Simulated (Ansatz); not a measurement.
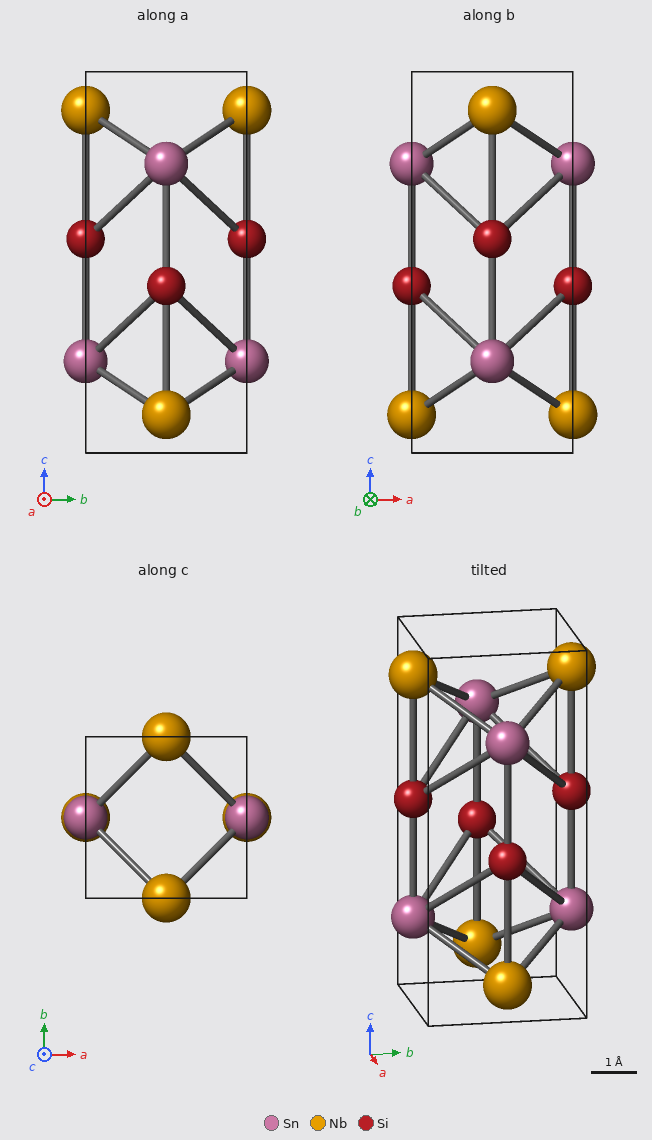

Ball-and-stick drawing of the structure, looking along the a axis, along the b axis, along the c axis and slightly off an axis. The conventional unit cell is outlined; an atom on or near a face, edge or corner is repeated at each equivalent position.

Lattice parameters: a = 3.6277 Å, b = 3.6277 Å, c = 8.5707 Å, α = 90.000°, β = 90.000°, γ = 90.000°.

Q: Write down what is shown as a CIF in P1 with every atom of the cell, with free fractional coordinates to two decimals.

A:
```cif
data_structure
_symmetry_space_group_name_H-M 'P 1'
_symmetry_Int_Tables_number 1
_cell_length_a 3.6277
_cell_length_b 3.6277
_cell_length_c 8.5707
_cell_angle_alpha 90.000
_cell_angle_beta 90.000
_cell_angle_gamma 90.000
_cell_volume 112.79
loop_
_atom_site_label
_atom_site_type_symbol
_atom_site_fract_x
_atom_site_fract_y
_atom_site_fract_z
_atom_site_occupancy
Sn1 Sn 0.00 0.50 0.76 1
Sn2 Sn 0.50 0.00 0.24 1
Nb1 Nb 0.50 0.00 0.90 1
Nb2 Nb 0.00 0.50 0.10 1
Si1 Si 0.00 0.50 0.44 1
Si2 Si 0.50 0.00 0.56 1
```

The structure was taken from a generated cell, made by putting these elements into a known structure type (the compound may or may not exist in this form). What is shown is the relaxed result from DFT, PAW plane waves, PBE (Ansatz 0.2.0).
